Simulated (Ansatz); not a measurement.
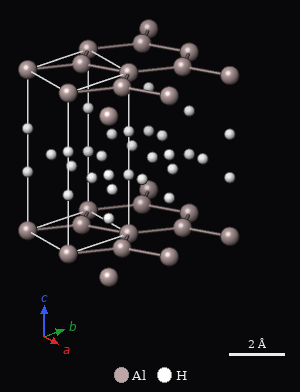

Starting structure of solid Al$_{2}$H$_{5}$ (a generated structure, set up in P-6m2) (coarse preliminary run). A ball-and-stick model of the cell of the calculation, repeated 2 × 2 × 1 with one cell outlined, seen slightly off an axis.

These are results of DFT PBE, scalar-relativistic, plane waves, PAW in Ansatz, not measurements.

Input
```yaml
crystal:
  lattice:
    - [3.70716303, 0.0, 0.0]
    - [-1.85358151, 3.21049736, 0.0]
    - [0.0, 0.0, 6.05726102]
  atoms:
    - { symbol: Al, position: [0.0, 0.0, 0.0] }
    - { symbol: Al, position: [0.33333333, 0.66666667, 0.0] }
    - { symbol: H, position: [0.83269788, 0.16730212, 0.5] }
    - { symbol: H, position: [0.83269788, 0.66539576, 0.5] }
    - { symbol: H, position: [0.33460424, 0.16730212, 0.5] }
    - { symbol: H, position: [0.0, 0.0, 0.63465005] }
    - { symbol: H, position: [0.0, 0.0, 0.36534995] }
basis:
  ecutwfc: 420
kpoints:
  mp_grid: { grid: [6, 6, 4] }
hamiltonian:
  xc: pbe
scf:
  occupations: { method: gaussian, width: 0.1 }
  lower_state_search: "off"
output:
  forces: true
  stress: true
  eigenvalues: true
relax:
  adjacent_minimum: "off"
  f_tol: 0.04
  max_steps: 70
  cell: { stress_tol: 0.4 }
```

Command:
```bash
ansatz run input.yaml --threads 1 --pin off --max-ram 2048MiB --backend cpu --events-out ev --progress --plain --runs-dir out
```

### Predict the outcome.

After 12 accepted moves (15 points after the start) the energy has fallen by 4.973 eV per cell of the calculation. Largest force component: 1 eV/Å at the start, 0.013 eV/Å at the end. Pressure: 16.35 GPa at the start and 0.02 GPa at the end. The line search rejected the trial step at point 8 of the run. At 2 points the geometry stayed and the basis and grid were re-selected for the new cell (energy shift of 89.1 meV per cell of the calculation at most each time). The largest moves relative to the cell, 0.74 Å, are those of H3, H4 and H5. H5 goes along [2 1 0]. Al stays in place. The drawn cell changes as follows: a = b 3.707 → 4.485 Å (+21.0 %), c 6.057 → 4.606 Å (−24.0 %); the volume changes by +11.3 %. Some distances before and after: H3–H4 1.847 → 0.949 Å, H6–H7 1.631 → 0.897 Å, Al1–Al2 2.140 → 2.590 Å, Al1–H6 2.213 → 1.855 Å. The space group stays P-6m2 (No. 187). Cost: 32 s on 1 thread of Arm Neoverse V2, on a shared host, peak memory 0.32 GiB.

Step by step:

| step | E − E(0), meV/atom | largest force component, eV/Å | pressure, GPa | volume, Å³/atom | note |
| --- | --- | --- | --- | --- | --- |
| 0 | 0.00 | 1.0481 | 16.35 | 10.299 |  |
| 1 | -219.50 | 0.8789 | 6.95 | 10.951 |  |
| 2 | -357.76 | 1.2454 | 3.26 | 11.066 |  |
| 3 | -514.51 | 1.4324 | 2.99 | 11.176 |  |
| 4 | -524.76 | 3.4064 | 7.52 | 11.286 |  |
| 5 | -588.35 | 0.9327 | 1.92 | 11.277 |  |
| 6 | -630.68 | 0.6472 | 1.18 | 11.011 |  |
| 7 | -683.45 | 0.6250 | 2.06 | 10.586 |  |
| 8 | -632.64 | 5.1183 | 5.00 | 10.636 | rejected |
| 9 | -693.63 | 0.4432 | 0.72 | 11.042 |  |
| 10 | -696.24 | 0.2375 | 0.02 | 11.194 |  |
| 11 | -696.74 | 0.0785 | -0.03 | 11.262 |  |
| 12 | -696.87 | 0.0027 | 0.00 | 11.254 |  |
| 13 | -709.60 | 0.0755 | 0.68 | 11.254 | same geometry, new basis |
| 14 | -710.19 | 0.0130 | 0.02 | 11.466 |  |
| 15 | -710.44 | 0.0133 | 0.02 | 11.466 | same geometry, new basis |

The structure at the end:

```
CELL_PARAMETERS angstrom
4.48548 0.00000 0.00000
-2.24274 3.88454 0.00000
0.00000 0.00000 4.60620
ATOMIC_POSITIONS crystal
Al 0.00000 0.00000 0.00000
Al 0.33333 0.66667 0.00000
H 0.73718 0.26282 0.50000
H 0.73718 0.47437 0.50000
H 0.52563 0.26282 0.50000
H 0.00000 0.00000 0.59735
H 0.00000 0.00000 0.40265
```

After the run, drawn alike:

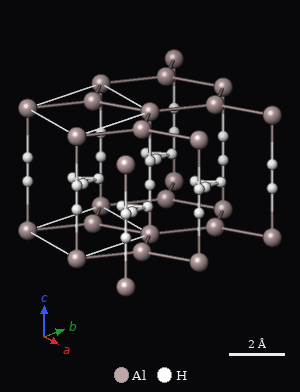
